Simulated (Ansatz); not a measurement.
# U-r2SCAN/aug-cc-pVDZ run of C2H5Si (SMILES C=C[SiH2])

Aim: the vertical doublet–quartet gap of C2H5Si at U-r2SCAN/aug-cc-pVDZ, from 2 runs. 

The results are computed with Ansatz 0.2.0.

25 further runs of the same task are left out: 25 set aside as unsound or not needed.

## (1) The structure to begin with

The species is C2H5Si (8 atoms), meant as a doublet with charge 0. SMILES: `C=C[SiH2]`. The shape is that of a PBE0-D4/def2-TZVP optimisation.

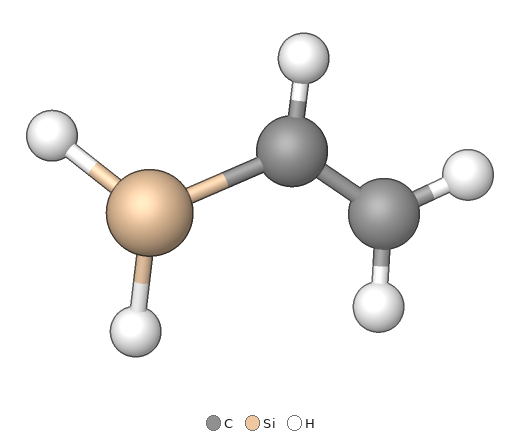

The structure, seen from a chosen angle (carbon grey, silicon light orange, hydrogen white).

## (2) A single-point energy at U-r2SCAN/aug-cc-pVDZ

Contents of molecule.yaml:

```yaml
crystal:
  periodic: [false, false, false]
  atoms:
    - symbol: C
      position_ang: [-0.408600, 0.930200, -0.877900]
    - symbol: C
      position_ang: [-0.357700, 0.348900, 0.326600]
    - symbol: Si
      position_ang: [0.886400, -0.913500, 0.807600]
    - symbol: H
      position_ang: [0.266200, 0.644900, -1.679900]
    - symbol: H
      position_ang: [-1.129000, 1.708400, -1.111700]
    - symbol: H
      position_ang: [-1.056700, 0.689200, 1.089200]
    - symbol: H
      position_ang: [1.531500, -1.544100, -0.375100]
    - symbol: H
      position_ang: [0.360000, -1.921200, 1.765400]
basis:
  gaussian:
    orbitals: aug-cc-pVDZ
magnetization:
  spin_polarized: true
  initial_magnetization: 1
hamiltonian:
  xc: {name: r2SCAN}
accuracy: high
output: {orbitals: {seedname: orbitals}}
```

On the command line:

```sh
$ ansatz run molecule.yaml --threads 1 --pin off --max-ram 3480MiB --events-out events.jsonl --progress --plain --runs-dir runs
```

Log:

```text
Warning: RAYON_NUM_THREADS=1 ignored (pool sized by the plan → 1); use --threads N
Functional definition: r2SCAN
  name "r2SCAN"
  parameter k0 = 0.174
  parameter k1 = 0.065
  parameter a1 = 4.9479
  exchange = r2scan_x(k0 = k0, k1 = k1, a1 = a1)
  correlation = r2scan_c
2333 factors; integrals over basis functions are off by at most 3.9e-9 eV
mean field evaluation 1: about -10012.4885 eV, gradient 5.1e1 eV
mean field evaluation 2: about -9910.5219 eV, gradient 1.2e2 eV
mean field evaluation 4: about -10028.7169 eV, gradient 5.8e0 eV
mean field evaluation 8: about -10029.0429 eV, gradient 2.8e-1 eV
mean field evaluation 16: about -10029.0438 eV, gradient 1.1e-3 eV
mean field -10029.04380204 eV, -368.5605617948 hartree, gradient 7.3e-8 eV, S^2 0.771335; 0 other end points of the search recorded, 0 dependent functions left out
reference -10029.04381513 eV, -368.5605622761 hartree; 16, 15 occupied and 102, 103 virtual orbitals, 2333 factors
Total energy: -10029.04381513 eV, -368.5605622761 hartree
```

It took 29 s on 1 thread of Arm Neoverse V2, shared host; peak memory 0.55 GiB.

## (3) The quartet, same level

Contents of molecule.yaml:

```yaml
crystal:
  periodic: [false, false, false]
  atoms:
    - {symbol: C, position_ang: [-0.408600, 0.930200, -0.877900]}
    - {symbol: C, position_ang: [-0.357700, 0.348900, 0.326600]}
    - {symbol: Si, position_ang: [0.886400, -0.913500, 0.807600]}
    - {symbol: H, position_ang: [0.266200, 0.644900, -1.679900]}
    - {symbol: H, position_ang: [-1.129000, 1.708400, -1.111700]}
    - {symbol: H, position_ang: [-1.056700, 0.689200, 1.089200]}
    - {symbol: H, position_ang: [1.531500, -1.544100, -0.375100]}
    - {symbol: H, position_ang: [0.360000, -1.921200, 1.765400]}
basis:
  gaussian: {orbitals: aug-cc-pVDZ}
magnetization: {spin_polarized: true, initial_magnetization: 3}
hamiltonian: {xc: r2scan}
accuracy: high
output: {orbitals: {seedname: orbitals}}
```

On the command line:

```sh
$ ansatz run molecule.yaml --threads 1 --pin off --max-ram 3480MiB --events-out events.jsonl --progress --plain --runs-dir runs
```

Log, cut to the lines that bear on the results:

```text
Warning: RAYON_NUM_THREADS=1 ignored (pool sized by the plan → 1); use --threads N
[... 7 set-up lines as earlier in the session ...]
2333 factors; integrals over basis functions are off by at most 3.9e-9 eV
mean field evaluation 1: about -10003.1649 eV, gradient 5.5e1 eV
mean field evaluation 2: about -9810.2731 eV, gradient 1.4e2 eV
mean field evaluation 4: about -10024.2204 eV, gradient 6.0e0 eV
mean field evaluation 8: about -10024.5548 eV, gradient 2.3e-1 eV
mean field evaluation 16: about -10024.5552 eV, gradient 1.8e-4 eV
mean field -10024.55522338 eV, -368.3956095715 hartree, gradient 3.5e-8 eV, S^2 3.764107; 0 other end points of the search recorded, 0 dependent functions left out
reference -10024.55524161 eV, -368.3956102417 hartree; 17, 14 occupied and 101, 104 virtual orbitals, 2333 factors
Total energy: -10024.55524161 eV, -368.3956102417 hartree
```

Wall time 32 s (1 thread of Arm Neoverse V2, shared host); peak memory 0.55 GiB.

## (4) Results

At U-r2SCAN/aug-cc-pVDZ:

| quantity | value |
| --- | --- |
| doublet: total energy | -368.56056 Eh |
| doublet: HOMO energy (highest over α and β) | -5.09 eV |
| doublet: LUMO energy (lowest over α and β) | -2.86 eV |
| doublet: ⟨S²⟩ | 0.771 |
| quartet: total energy | -368.39561 Eh |
| quartet: HOMO energy (highest over α and β) | -2.81 eV |
| quartet: ⟨S²⟩ | 3.764 |
| vertical energy of the quartet above the doublet | 4.489 eV |

What this shows: At this shape the quartet lies 4.49 eV (433 kJ/mol) above the doublet.
